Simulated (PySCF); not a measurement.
The calculation's input:

```
{"job": {"kind": "nmr", "xc": "PBE0", "basis": "pcSseg-1"}, "charge": 0, "multiplicity": 1}
C      0.374787     1.504341    -0.917509
C     -0.031320     0.471299    -0.162416
B     -1.442251     0.445028     0.507515
C     -1.860682    -0.790104     1.376049
O      0.741194    -0.633291     0.085075
C      2.026693    -0.695795    -0.478241
H      1.335668     1.569868    -1.400347
H     -0.284018     2.338548    -1.068835
H     -2.152101     1.359477     0.337283
H     -1.151727    -0.936097     2.190437
H     -1.801351    -1.704244     0.786100
H     -2.857790    -0.728531     1.803742
H      2.450534    -1.645381    -0.154391
H      1.987195    -0.671396    -1.573053
H      2.660755     0.124268    -0.123114
```

Command:

```sh
OMP_NUM_THREADS=1 python probes_run.py task.json out
```

Geometry: GFN2-xTB.

Level of theory: PBE0/pcSseg-1, SCF density, gas phase, non-relativistic (PySCF 2.14.0).

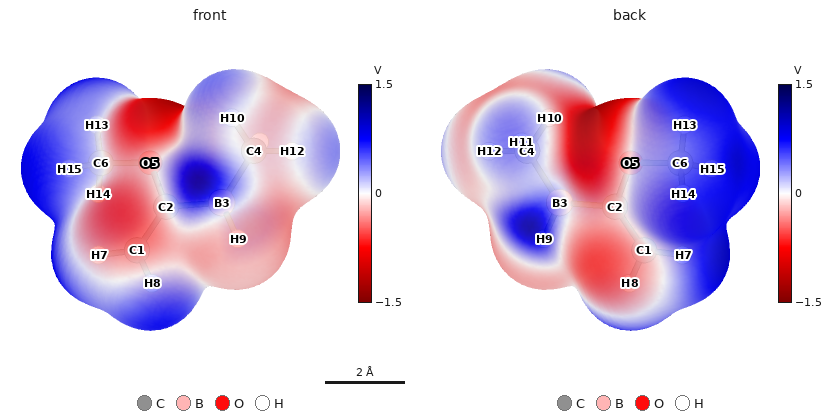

C$_{4}$H$_{9}$BO (SMILES C=C(BC)OC). The electrostatic potential painted on the density surface at 0.002 e/bohr³, seen from the front and from behind; red is negative and blue positive.

Describe the electrostatic potential map.

The most negative region (about −1.2 V) lies over O5, the most positive (about +1.0 V) over B3 and H7. O5 is the likeliest acceptor of a hydrogen bond.

How polar is the molecule by this calculation?

Its dipole moment is 1.58 D.
